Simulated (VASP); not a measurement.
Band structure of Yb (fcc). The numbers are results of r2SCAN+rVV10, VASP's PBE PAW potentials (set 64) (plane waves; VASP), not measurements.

The 4f electrons are frozen in the core of the lanthanide potential, so 4f levels, which can set the real gap, and their magnetism are missing.

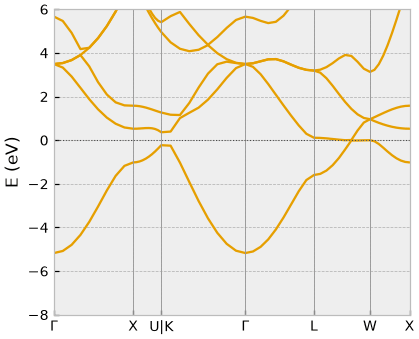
*Bands along high-symmetry lines, zero at the valence-band maximum or, without a gap, the Fermi level*

**Question.** Read the plot: is there a gap, and where are the band edges?

**Answer.** It has no gap at this level: it comes out as a metal or semimetal.

The compound is Yb in the fcc structure. It was relaxed first, which changed the volume by -7 %.
